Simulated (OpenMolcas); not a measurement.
# doublet PH+: levels of theory compared

We compute a comparison of 6 runs (U-r2SCAN/6-31G*, UB3LYP/6-31G*, UM06-2X/6-31G*, USVWN5/6-31G*, ROMP2/6-31G*, ROCCSD(T)/6-31G*) of doublet PH+. 

The results are computed with OpenMolcas 26.06.

4 further runs of the same task are left out: 2 that didn't finish, 2 set aside as unsound or not needed.

**1. The molecule**

PH+ has 2 atoms, charge +1, and is taken as a doublet. As SMILES of the parent species, `[PH]`. The coordinates come from a PBE0-D4/def2-TZVP relaxation. That shape belongs to the parent species and isn't relaxed for this state.

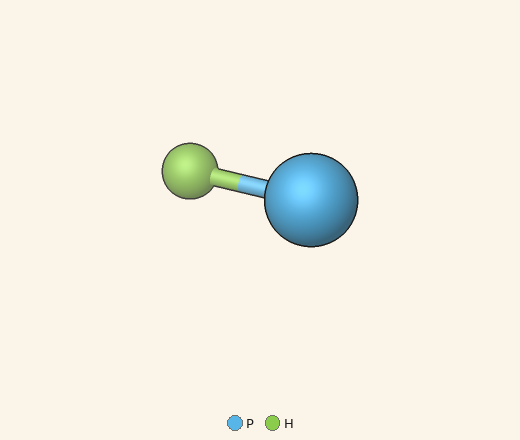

The structure, seen from a chosen angle (phosphorus blue, hydrogen green).

**2. A single-point energy at U-r2SCAN/6-31G(d) (spherical functions) (run 1)**

job.input

```
&gateway
  baslib
  $CurrDir
  basisset
  P.6-31Gs....
  P1 0.000000 0.000000 -0.014610 angstrom
  End of Basis
  basisset
  H.6-31Gs....
  H2 0.000000 0.000000 1.413680 angstrom
  End of Basis

&seward
  gridinput
  Grid=UltraFine
  End of Grid

&scf
  uhf
  charge
  1
  spin
  2
  ksdft
  2
  1.0 MGGA_X_R2SCAN
  1.0 MGGA_C_R2SCAN
  thresholds
  1e-10 1e-07 1e-07 1e-05
  prorbitals
  1 1
```

The basis set 6-31G* is read from a file made from the Basis Set Exchange's data (not shown).

Run with:

```sh
$ export MOLCAS_MEM=1860
$ pymolcas job.input > job.log
```

Log:

```text
--- Start Module: gateway ---
[...]
--- Stop Module: gateway /rc=_RC_ALL_IS_WELL_ ---
--- Start Module: seward ---
[...]
      Basis functions           20
--- Stop Module: seward /rc=_RC_ALL_IS_WELL_ ---
--- Start Module: scf ---
[...]
       Convergence after  64 Iterations
[...]
::    Total KS-DFT energy                            -341.4451603844
[...]
      Total spin, S                                     0.5029379422
[...]
      Total electronic charge=   15.000000
      Total            charge=    1.000000
[...]
      Dipole Moment (debye):
      Origin of the operator (angstrom)=    0.0000    0.0000    0.0304
                   X=  1.0359E-07               Y=  6.2575E-08               Z=  1.0283E+00           Total=  1.0283E+00
      Center of Charge (angstrom)
[...]
--- Stop Module: scf /rc=_RC_ALL_IS_WELL_ ---
[...]
```

Wall time 19 s (1 thread of Arm Neoverse V1, shared host); peak memory 0.37 GiB.

**3. The energy at UB3LYP/6-31G(d) (spherical functions) (run 2)**

job.inp

```
* HP Kohn-Sham DFT

&GATEWAY
  BASLIB=$CurrDir
  BASISSET
  P.6-31Gs....
  P1 0.000000 0.000000 -0.014610 angstrom
  End of Basis
  BASISSET
  H.6-31Gs....
  H2 0.000000 0.000000 1.413680 angstrom
  End of Basis

&SEWARD
  GRIDINPUT
  Grid=UltraFine
  End of Grid

&SCF
  UHF
  CHARGE=1
  SPIN=2
  KSDFT=B3LYP
  THRESHOLDS=1e-10 1e-07 1e-07 1e-05
  PRORBITALS=1 1
```

The basis set 6-31G* is read from a file made from the Basis Set Exchange's data (not shown).

Run with:

```sh
$ export MOLCAS_MEM=1860
$ pymolcas job.inp > job.log
```

Log:

```text
--- Start Module: gateway ---
[...]
--- Stop Module: gateway /rc=_RC_ALL_IS_WELL_ ---
--- Start Module: seward ---
[...]
      Basis functions           20
--- Stop Module: seward /rc=_RC_ALL_IS_WELL_ ---
--- Start Module: scf ---
[...]
       Convergence after  22 Iterations
[...]
::    Total KS-DFT energy                            -341.5010357346
[...]
      Total spin, S                                     0.5015389968
[...]
      Total electronic charge=   15.000000
      Total            charge=    1.000000
[...]
      Dipole Moment (debye):
      Origin of the operator (angstrom)=    0.0000    0.0000    0.0304
                   X= -2.9450E-16               Y=  2.7158E-16               Z=  9.7768E-01           Total=  9.7768E-01
      Center of Charge (angstrom)
[...]
--- Stop Module: scf /rc=_RC_ALL_IS_WELL_ ---
[...]
```

Run time: 6.3 s. Hardware: 1 thread of Arm Neoverse V1, shared host; peak memory 0.37 GiB.

Runs 3 to 5 aren't shown in full; the table further down has their settings and results.

**4. A single-point energy at ROCCSD(T)/6-31G(d) (spherical functions) (run 6)**

job.input

```
>>> EXPORT MOLCAS_PRINT=2

&GATEWAY
 BASLIB=$CurrDir
 BASISSET
 P.6-31Gs....
 P1 0.000000 0.000000 -0.014610 angstrom
 End of Basis
 BASISSET
 H.6-31Gs....
 H2 0.000000 0.000000 1.413680 angstrom
 End of Basis

&SEWARD

&SCF
 UHF
 CHARGE=1
 SPIN=2
 THRESHOLDS=1e-10 1e-07 1e-07 1e-05
 PRORBITALS=1 1

&RASSCF
 FILEORB=$Project.UnaOrb
 SPIN=2
 NACTEL=1 0 0
 INACTIVE=7
 RAS2=1
 OUTORBITALS=Canonical
 ORBLISTING=Nothing

&MOTRA
 JOBIPH
 FROZEN=5

&CCSDT
 CCT
 TRIPLES=3
 ITERATIONS=80
 ACCURACY=1e-08
 EXTRAPOLATION=5 4
```

The basis set 6-31G* is read from a file made from the Basis Set Exchange's data (not shown).

Run with:

```sh
$ export MOLCAS_MEM=1860
$ pymolcas job.input > job.log
```

Log:

```text
--- Start Module: gateway ---
[...]
--- Stop Module: gateway /rc=_RC_ALL_IS_WELL_ ---
[...]
      Basis functions           20
[...]
       Convergence after  22 Iterations
[...]
::    Total SCF energy                               -340.9075658108
[...]
      Total spin, S                                     0.5052338970
[...]
      Number of active orbitals                  1
[...]
      Spin quantum number                      0.5
[...]
      Active orbitals                            1
[...]
      Number of CSFs                             1
[...]
      Number of root(s) required                 1
[...]
      Convergence after  6 iterations
[...]
      printout of CI-coefficients larger than  0.05 for root  1
      energy=    -340.903241
      conf/sym  1     Coeff  Weight
             1  u   1.00000 1.00000
      Natural orbitals and occupation numbers for root  1
      sym 1:   1.000000
      ************************************************************************************************************************
      *                                                    Final results                                                     *
[...]
::    RASSCF root number  1 Total energy:   -340.90324120
[...]
      Total electronic charge=   15.000000
      Total            charge=    1.000000
[...]
      Dipole Moment (debye):
      Origin of the operator (angstrom)=    0.0000    0.0000    0.0304
                   X= -2.5830E-16               Y=  2.7101E-16               Z=  1.0393E+00           Total=  1.0393E+00
      Center of Charge (angstrom)
[...]
--- Start Module: motra ---
[...]
--- Start Module: ccsdt ---
[...]
      Convergence after                    13  Iterations
      Total energy (diff) :    -340.99305793      -0.00000000
[...]
 METHOD                       : CCSD+T(CCSD)+<T3(1)WT1>+<T3(1)UT2> = CCSD(T)
[...]
       CCSD     =      -340.9930579296292
[...]
```

Wall time 2.6 s (1 thread of Arm Neoverse V1, shared host); peak memory 0.37 GiB.

**5. All runs side by side**

```csv
run,level,integration grid,frozen core orbitals,energy (Eh),HOMO energy (eV),LUMO energy (eV),⟨S²⟩,wall time
1,U-r2SCAN/6-31G* (spherical functions),UltraFine,–,-341.445160,-15.03,-14.08,0.756,19 s
2,UB3LYP/6-31G* (spherical functions),UltraFine,–,-341.501036,-15.59,-13.36,0.753,6.3 s
3,UM06-2X/6-31G* (spherical functions),UltraFine,–,-341.454449,-16.78,-11.92,0.753,22 s
4,USVWN5/6-31G* (spherical functions),UltraFine,–,-340.189116,-14.55,-14.49,0.751,5.7 s
5,ROMP2/6-31G* (spherical functions),–,5,-340.971975,–,–,–,2.7 s
6,ROCCSD(T)/6-31G* (spherical functions),–,5,-340.994622,–,–,–,2.6 s
```

**6. Summary of results**

| quantity | value |
| --- | --- |
| run 6: total energy | -340.99462 Eh |
| run 6: (T) correction | -1.56 mEh |

In words: Totals of different functionals can't be ranked against each other. All runs together took 58 s, the longest 22 s.
